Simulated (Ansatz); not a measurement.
A computed series for Ag2S: pressure series

The parent structure is Ag₂S in the anti-fluorite structure (space group Fm-3m, No. 225; a = 6.090 Å; a model cell, its experimental status unchecked).

Cell and atoms are relaxed at each pressure.

Level of theory: PBEsol, PAW, 420 eV (Ansatz, a program for electronic structure; spin-orbit coupling left out), earlier PAW set.

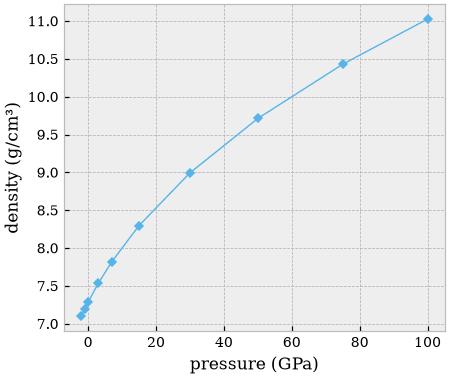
Figure. Density against pressure

```json
[
 {"pressure (GPa)": "-2", "density": "7.10 g/cm³"},
 {"pressure (GPa)": "-1", "density": "7.19 g/cm³"},
 {"pressure (GPa)": "3", "density": "7.53 g/cm³"},
 {"pressure (GPa)": "7", "density": "7.82 g/cm³"},
 {"pressure (GPa)": "15", "density": "8.30 g/cm³"},
 {"pressure (GPa)": "30", "density": "8.99 g/cm³"},
 {"pressure (GPa)": "50", "density": "9.71 g/cm³"},
 {"pressure (GPa)": "75", "density": "10.43 g/cm³"},
 {"pressure (GPa)": "100", "density": "11.03 g/cm³"}
]
```

Load acts through the strain it causes; cell and atoms are relaxed under it. Stability against distortions was not tested. No other phases were tried under pressure. The final runs are not spin-polarised. This is not the structure that Ag2S has at room temperature and ambient pressure.
